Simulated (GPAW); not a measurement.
# Polarising a 7-layer slab of Sr(111) with a field along the normal

The dipole of the cell at several fields, atoms fixed. What does the strongest field give, and what length does the slope stand for?

**Method.** GPAW 26.7.0, plane waves (400 eV), PAW setups, PBE, 9×9 mesh, a dipole layer in the vacuum; geometry relaxed without an applied field with GPAW. The cell's area is 16.01 Å², and e/ε0 = 180.95 V Å.

What came out, but for one run:

| field (V/Å) | dipole (e Å) |
| --- | --- |
| −0.2 | −0.4698 |
| −0.1 | −0.2340 |
| −0.05 | −0.1163 |
| 0.05 | 0.1192 |
| 0.1 | 0.2369 |
| 0.2 | 0.4726 |
| 0.3 | ? |

**Question.** What is the dipole at 0.3 V/Å?

**Working.** A line through the 6 points has the slope α = 2.356 e Å per V/Å and the intercept p₀ = 0.0014 e Å (r.m.s. residual 8.3e−05). At 0.3 V/Å it gives p = 0.0014 + 2.356 × 0.3 = 0.7081 e Å; the run gives 0.7089 e Å, so the response stays linear to 0.1 % of the induced part. Dividing by ε0 and the area: α/(ε0 A) = 2.356 × 180.95 / 16.01 = 26.63 Å, against 21.02 Å between the outer nuclei. A metal screens fully, so the excess of 5.61 Å puts the image planes about 2.81 Å outside the outer atoms on average.

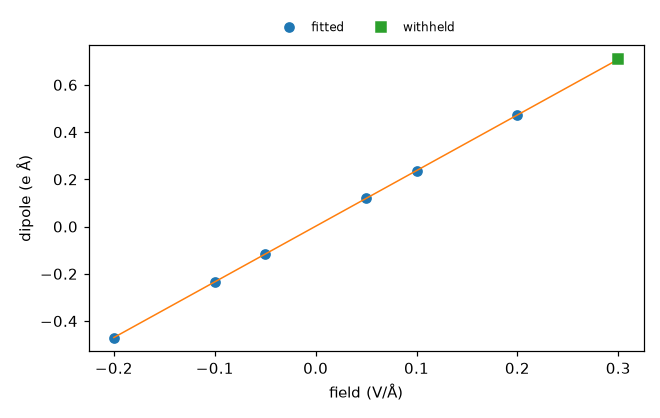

The line and the withheld run.

Caveats: This is the electronic response alone; ions that move would add to it in polar layers. No run was spin-polarised, so magnetic states weren't tested.
